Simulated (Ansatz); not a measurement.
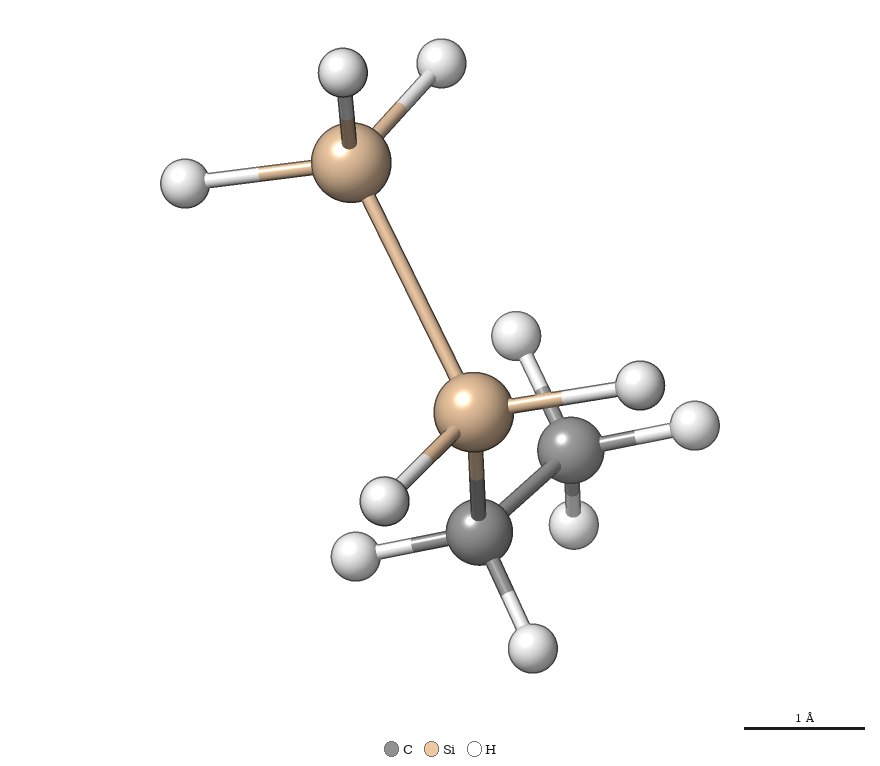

Ball-and-stick drawing of a structure. Every bond is drawn as one stick, whatever its order.

The geometry was computed by an optimisation with PBE0-D4/def2-TZVP.

Give the formula.

C2H10Si2, 14 atoms: 2 carbon, 10 hydrogen and 2 silicon.

Describe its rings.

It has no ring.

Count the bonded pairs by element.

5 C–H, 5 Si–H, 1 C–C, 1 C–Si, 1 Si–Si.

Name functional groups in it.

Among them: Si–H bond.

Write the SMILES.

CC[SiH2][SiH3]

More results for the same structure follow; atom numbers are the same in all pictures, views and colours differ.

**Geometry**

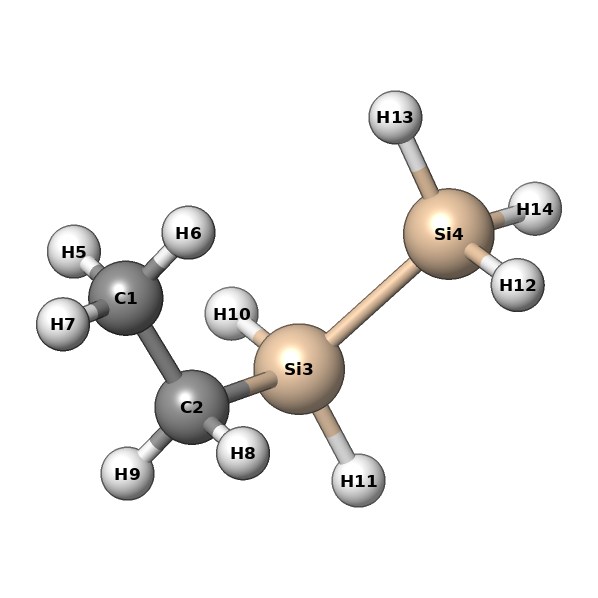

Numbered structure.

Which atoms are bonded, and how long are the bonds?

| bond | length (Å) | order |
| --- | --- | --- |
| C1–C2 | 1.525 | single |
| C1–H5 | 1.093 | single |
| C1–H6 | 1.093 | single |
| C1–H7 | 1.093 | single |
| C2–Si3 | 1.883 | single |
| C2–H8 | 1.095 | single |
| C2–H9 | 1.095 | single |
| Si3–Si4 | 2.342 | single |
| Si3–H10 | 1.492 | single |
| Si3–H11 | 1.491 | single |
| Si4–H12 | 1.490 | single |
| Si4–H13 | 1.489 | single |
| Si4–H14 | 1.488 | single |

**Electronic properties**

Properties computed with RKS HSE06-D4/def2-TZVPP (Ansatz 0.2.0).

Estimate the LUMO energy (Kohn–Sham orbital).

−0.23 eV.

Give the HOMO energy (Kohn–Sham orbital) at this level.

−7.56 eV.

Estimate the dispersion correction.

−22.6 kJ/mol.

**Vibrations**

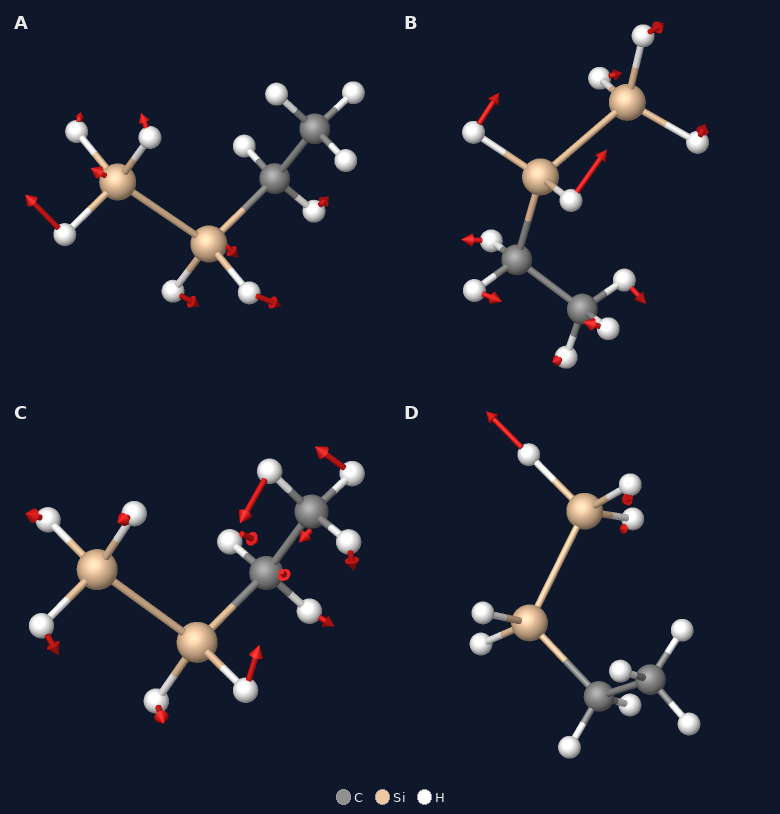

4 normal modes of one molecule or complex, as arrows. Harmonic vibrations computed with RKS PBE0-D4/def2-TZVP (Ansatz 0.2.0) at a stationary point of the same level.

Match the panels to the wavenumbers 251 cm⁻¹, 417 cm⁻¹, 791 cm⁻¹, 2221 cm⁻¹.

A: 417 cm⁻¹
B: 791 cm⁻¹, angle bending
C: 251 cm⁻¹
D: 2221 cm⁻¹, Si–H stretching

**Dipole moment**

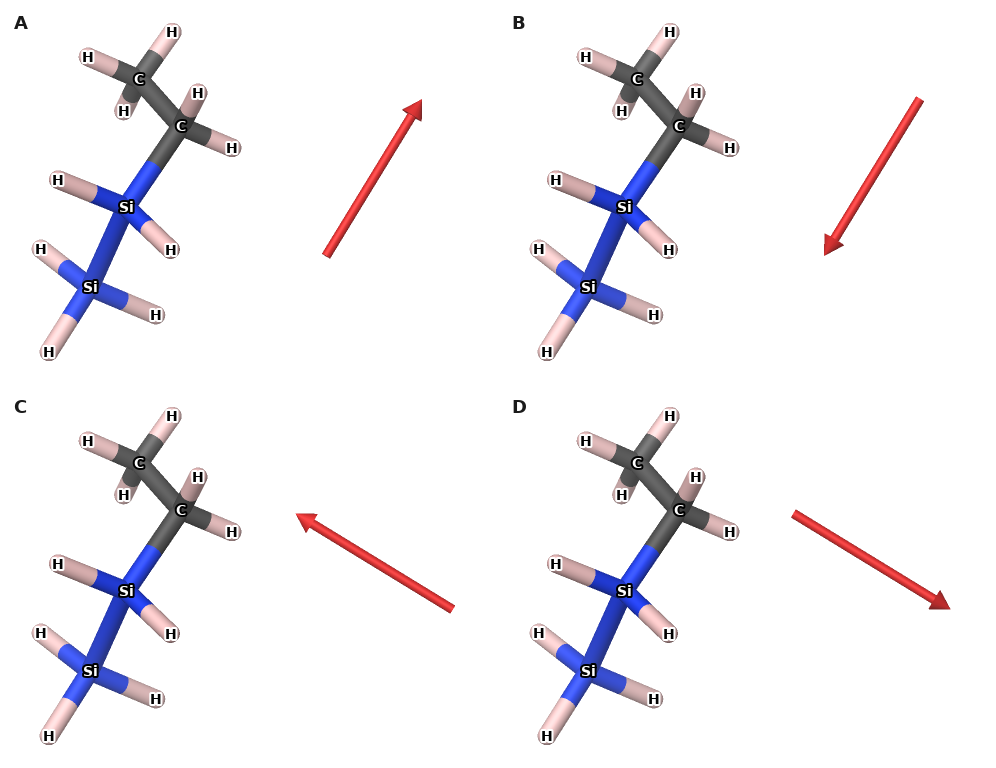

The same molecule four times, each with an arrow. Level of theory: RKS B3LYP-D4/def2-TZVPP (Ansatz 0.2.0).

Which arrow points along the dipole moment, from the negative to the positive end?

A. The dipole moment is 1.04 D.

**Charges**

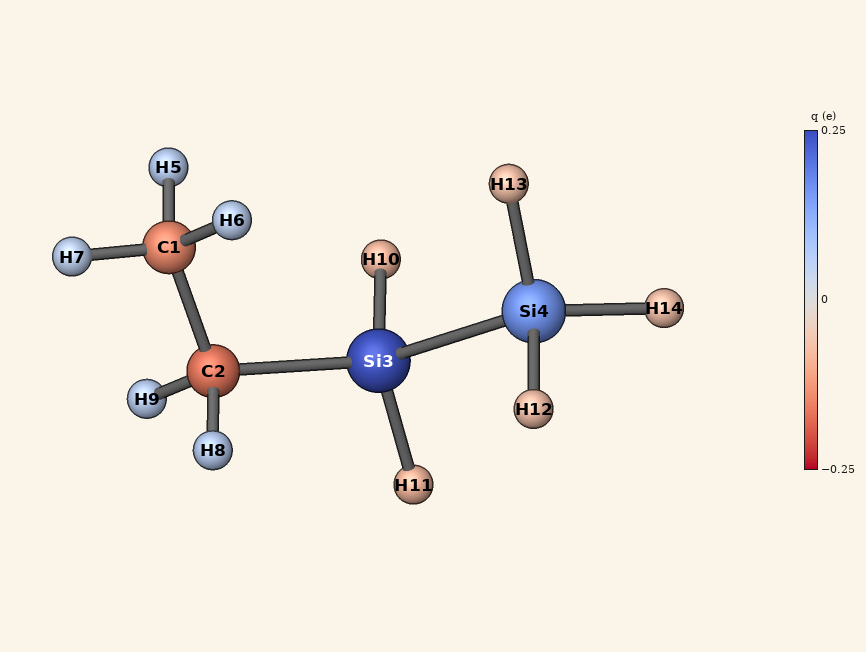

Atoms are coloured by their Mulliken charges. Properties computed with RKS r2SCAN-D4/def2-TZVPP (Ansatz 0.2.0).

List the Mulliken charges.

| atom | value (e) |
| --- | --- |
| C1 | −0.14 |
| C2 | −0.16 |
| Si3 | 0.24 |
| Si4 | 0.16 |
| H5 | 0.05 |
| H6 | 0.05 |
| H7 | 0.05 |
| H8 | 0.06 |
| H9 | 0.05 |
| H10 | −0.08 |
| H11 | −0.08 |
| H12 | −0.07 |
| H13 | −0.07 |
| H14 | −0.07 |

Mulliken values depend strongly on the basis set and can even reverse the polarity of a bond.
